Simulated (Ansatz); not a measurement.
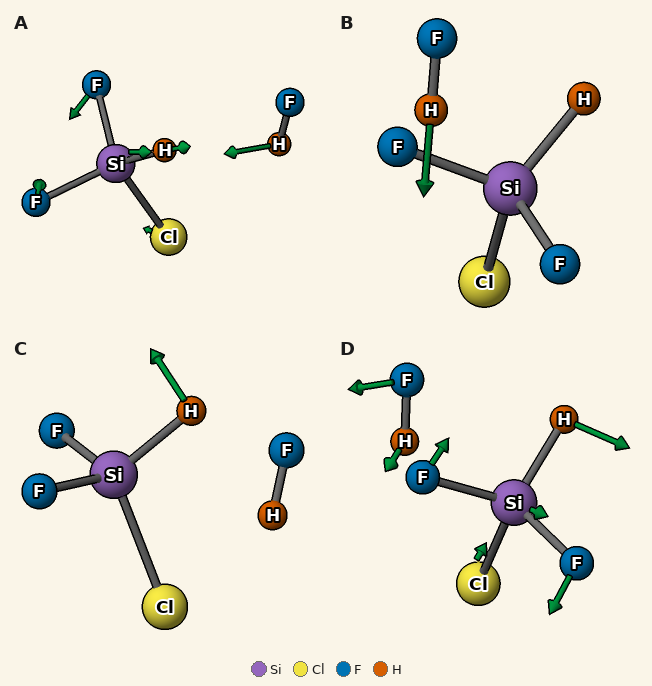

4 normal modes of one molecule or complex, as arrows. Harmonic vibrations computed with RKS PBE0-D4/def2-TZVP (Ansatz 0.2.0) at a stationary point of the same level.

### Match the panels to the wavenumbers 57 cm⁻¹, 363 cm⁻¹, 818 cm⁻¹, 4055 cm⁻¹.

A: 363 cm⁻¹, angle bending
B: 4055 cm⁻¹, F–H stretching
C: 818 cm⁻¹, angle bending
D: 57 cm⁻¹
